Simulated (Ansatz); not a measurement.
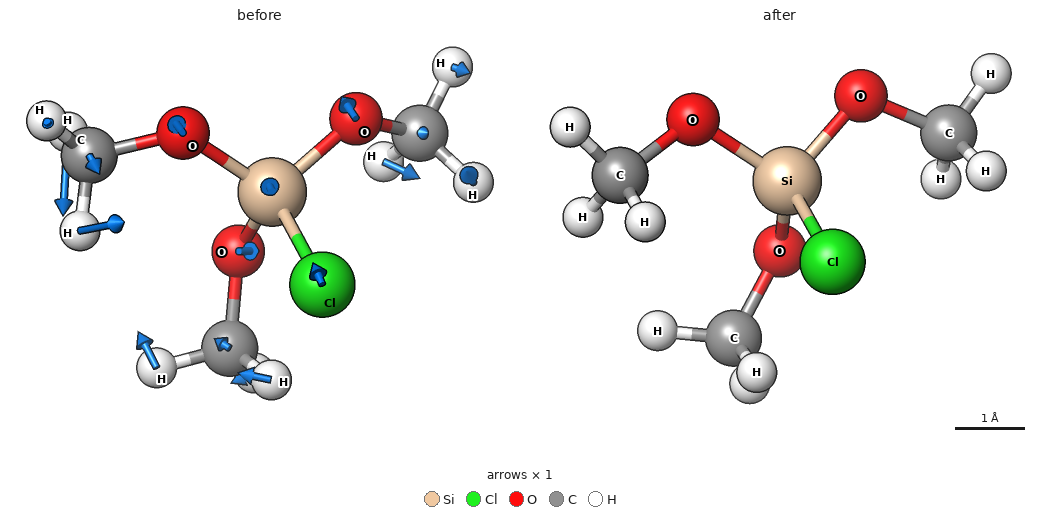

The structure of C₃H₉ClO₃Si before (left) and after (right) a relaxation, at one scale. The blue arrows give the displacements, at their true length.

Style: ball-and-stick. Shown at a tilt.

The run prepares the start of a later molecular dynamics calculation, from a guessed geometry.

The calculation used RKS r2SCAN/STO-3G (Ansatz 0.2.0). Set-up: no spin polarisation; force threshold 0.02 eV/Å; at most 40 steps.

Q: Summarise the run.

A: Over 19 geometry steps the energy falls by 0.726 eV. Largest force component: 2.8 eV/Å at the start, 0.011 eV/Å at the end. The largest move after the best rigid fit is that of an H atom, 1.32 Å. Largest moves by element: H 1.32 Å, O 0.67 Å, Si 0.47 Å, Cl 0.43 Å, C 0.38 Å. Among the contacts that change: C–O 1.420 → 1.467 Å, O–Si 1.679 → 1.700 Å, Cl–Si 2.130 → 2.150 Å. Bond angles that change, for instance: Si–O–C 125.0° → 111.2°, Si–O–C 125.0° → 113.5°, Si–O–C 125.0° → 114.6°. Groups turn about O–Si by about 45°, O–Si by about 35°, O–Si by about 25°.

Limits of the set-up: STO-3G is a minimal basis, so the numbers are rough.
